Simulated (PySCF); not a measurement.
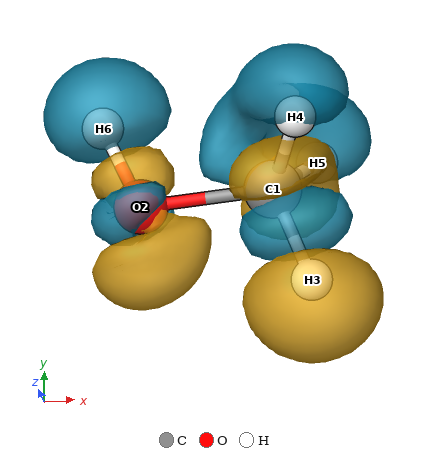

*CH4O, SMILES `CO`. Change of the electron density in a uniform field of 0.26 V/Å, surfaces at ±0.002 e/Å³ (yellow: gain, teal: loss).*

PySCF calculation, ωB97X/6-311+G**, gas phase; geometry: GFN2-xTB. No frequency check shows the geometry to be a minimum. The basis has diffuse s and p functions alone, which still leaves polarisabilities too small, most of all across bonds.

Geometry (Å), atoms numbered from 1:

```
C1       0.6597    0.0200    0.0001
O2      -0.7392   -0.1228   -0.0000
H3       1.0734   -0.9866   -0.0062
H4       1.0137    0.5436    0.8946
H5       1.0127    0.5544   -0.8889
H6      -1.1443    0.7507    0.0004
```

The field was applied in both directions; the picture shows the one opposite to the script's first.

Q: Along which Cartesian direction does the field point?

A: Along +y: electrons gather on the −y side, against the field.

Q: How large is the response?

A: The induced dipole is 0.23 D (along the field); α along this axis, from the fields in both directions, is 18 bohr³ (2.6 Å³).

Cost of the run: 6.7 s on 1 thread of AMD EPYC 7R43 64-Core Processor (Zen 3), with other jobs on the host, peak memory 0.32 GiB.
